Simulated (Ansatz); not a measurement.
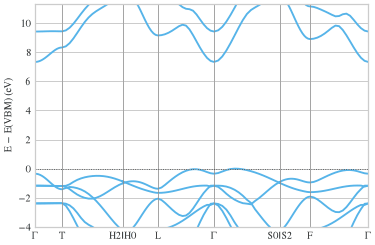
Fig. 1. Band structure from the program Ansatz at the r²SCAN level (PAW)

Q: Read off the gap and where the band edges lie.

A: About 7.3 eV (7.33 eV by a search for the band edges); maximum on the Γ–S0 line, 33 % of the way from Γ, minimum at Γ.

The material is SiO2 in space group R-3m (No. 166; Si on 3a, O on 6c).

The cell is a constructed one: a structure type filled with these elements; the Crystallography Open Database copy checked does not list it. It is not the phase usual at ambient conditions (space group No. 92, 152, 154). The cell was relaxed with r²SCAN under the symmetry of its start; its stability against distortions is not shown here. A crystal of weakly bound layers computed without a dispersion correction: the cell and the soft elastic constants depend strongly on that.

Potentials: the later of the program's two PAW sets.
